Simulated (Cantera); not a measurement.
Feed: 1 mol CH₃OH, 4.4 mol CO₂, equilibrated at 0.133 bar.

Method: chemical equilibrium by Gibbs-energy minimisation in Cantera with the NASA 1993 tables (ideal gas, pure condensed phases). Candidate condensed phases: C, C₆H₆, C₇H₈, C₈H₁₈, H₂O; 110 gas species. The numbers say what is thermodynamically allowed, not how fast it happens.

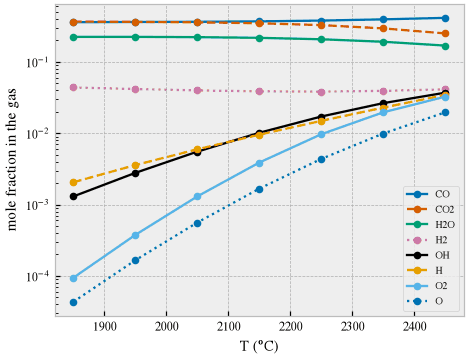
Figure: Equilibrium gas composition (values under 1e-9 drawn at 1e-9)

Read off the mole fractions at 2350 °C.

CO about 0.40, CO₂ about 0.30, H₂O about 0.19, H₂ about 0.039, OH about 0.026, H about 0.023, O₂ about 0.020, O about 0.0099.
